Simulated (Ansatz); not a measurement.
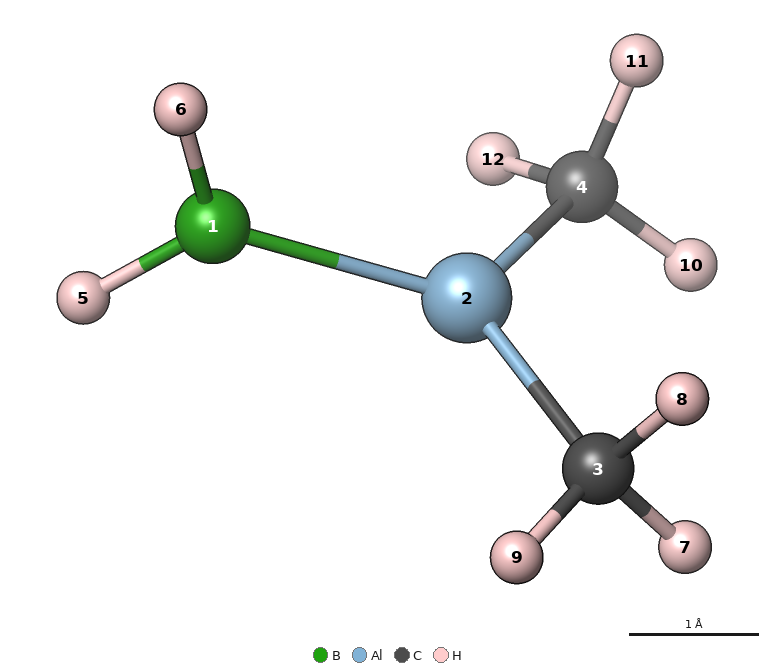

Orthographic view. Distant atoms are faded towards the background colour. Computed geometry: PBE-D4/def2-SVP optimisation. No frequency run is at hand to confirm it as a minimum.

Give the geometry as a Z-matrix, atoms in numerical order, with these reference atoms: 2 to 1; 3 to 2, 1; 4 to 2, 3, 1; 5 to 1, 2, 4; 6 to 1, 5, 2; 7 to 3, 2, 4; 8 to 3, 7, 2; 9 to 3, 7, 8; 10 to 4, 2, 3; 11 to 4, 10, 2; 12 to 4, 10, 11.

```
B  
Al   1   2.124
C    2   1.982   1   120.8
C    2   1.981   3   118.5   1   177.0
H    1   1.224   2   123.5   4    91.2
H    1   1.224   5   113.1   2  -179.8
H    3   1.111   2   111.8   4   -36.1
H    3   1.114   7   106.4   2  -118.9
H    3   1.109   7   108.3   8  -114.4
H    4   1.110   2   112.4   3    23.0
H    4   1.113  10   106.9   2   120.2
H    4   1.110  10   108.2  11   114.0
```
